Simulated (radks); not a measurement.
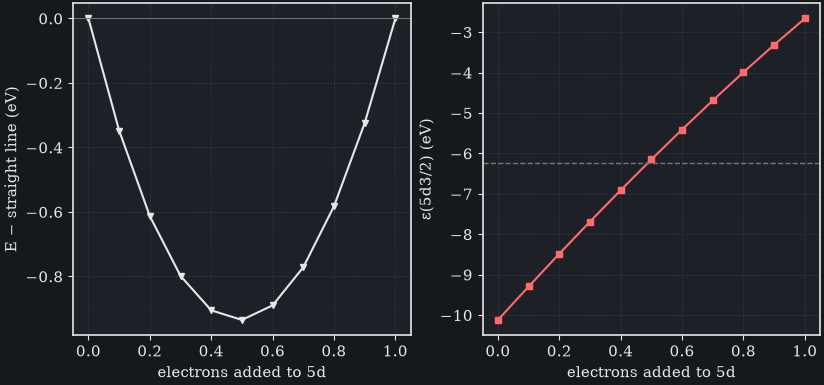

Computed with the in-house radial solver radks: Dirac Kohn-Sham, PBEsol, spin-unpolarised, spherical densities, finite nucleus. The occupation of the 5d shell is varied from Gd⁺ ([Xe] 4f7 6s2 (4f5/2: 6, 4f7/2: 1)) to Gd ([Xe] 4f7 5d1 6s2 (4f5/2: 6, 4f7/2: 1, 5d3/2: 1)), with spherical fractional occupations. The plot shows the total energy less the straight line between the end points, and the eigenvalue of 5d3/2 (the dashed line is minus the energy to take the whole electron out).

Question: Is the energy convex or concave in the occupation, and by how much?

Answer: The curve is convex (below the straight line), with the largest deviation among the points computed, −0.93 eV, at 0.5. The end points differ by 6.23 eV, the energy to take the electron out. The eigenvalue, which is the slope of the energy (Janak's theorem), moves from −10.1 eV at 0 to −2.66 eV at 1; for a straight line it would stay constant, and a parabola would sag by an eighth of this change, scaled to a whole electron, 0.93 eV. Convexity is the mark of the delocalisation error, which puts fractional charges too low; for p, d and f shells the spherical spreading of the fraction adds to it.
